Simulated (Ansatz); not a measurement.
## BH2 (SMILES [BH2]): the energy, rung by rung

BH2 has 3 atoms, charge 0, and is taken as a doublet. SMILES: `[BH2]`. The shape is that of a PBE0-D4/def2-TZVP optimisation. The run starts from this shape.

```
atom    x (Å)    y (Å)    z (Å)
   B   0.2651  -0.1677   0.1297
   H   0.2921   1.0149   0.2708
   H  -0.5572  -0.8473  -0.4006
```

Each level gives the adiabatic ionisation energy (to the singlet cation, no zero-point term) (eV). The values are calculated.

```csv
level,kind,program,value (eV),less CCSD(T)/def2-TZVP,CPU time (all runs)
USVWN5/def2-TZVP,LDA,Ansatz,8.37,+0.28,2.9 s
UPBE-D3(BJ)/def2-TZVP,GGA,Ansatz,8.38,+0.29,5.4 s
U-r2SCAN/def2-TZVP,meta-GGA,Ansatz,8.47,+0.38,7 s
UB3LYP-D4/def2-TZVP,global hybrid,Ansatz,8.35,+0.26,5.2 s
UCCSD(T)/def2-TZVP,coupled cluster or CI,Ansatz,8.09,0.00,28 s
```

Differences are taken from UCCSD(T)/def2-TZVP for orientation; it has basis-set and higher-order errors of its own. The values span 8.09 to 8.47 eV. Times are those of the runs behind each value, whatever else they computed, on shared processors of several kinds: orders of magnitude only.

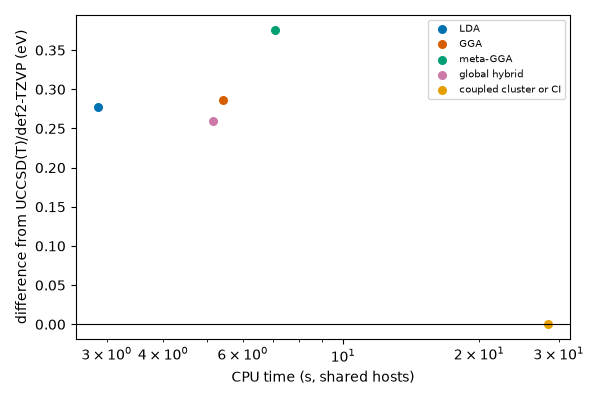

Difference from UCCSD(T)/def2-TZVP against processor time, one point a level.
